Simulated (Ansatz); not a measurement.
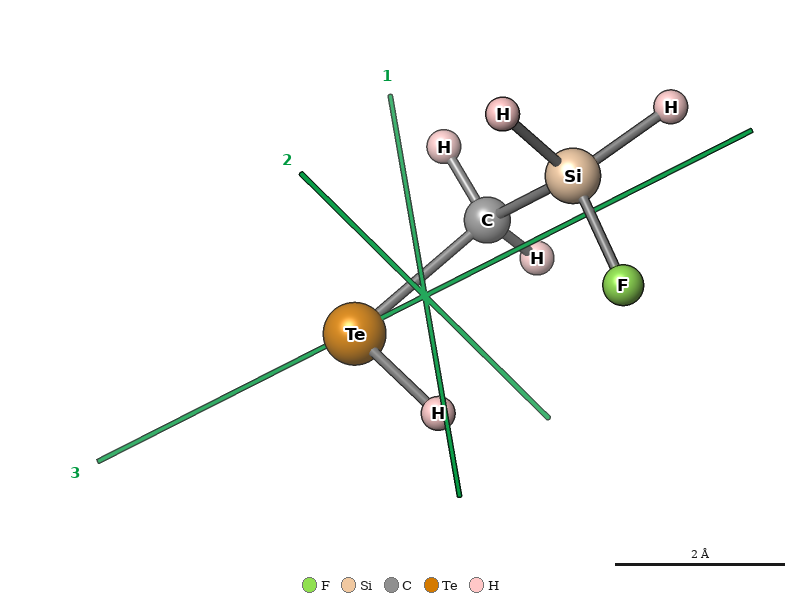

The three principal axes of inertia are drawn and numbered. Atoms fade into the background with distance from the viewer. Computed geometry: PBE0-D4/def2-TZVP optimisation. No frequency run is at hand to confirm it as a minimum. Masses are those of the most abundant isotopes; constants are for the rigid equilibrium geometry.

### Which line is the a axis (least moment of inertia), which b and which c?

a is line 3, b is line 1, c is line 2; the moments are 64.3, 427, 468 u Å².

### What kind of rotor is it, and what are its rotational constants in cm⁻¹?

An asymmetric top (C1): A = 0.262, B = 0.0395, C = 0.0360 cm⁻¹. Ray's parameter κ is −0.97, close to the prolate limit.
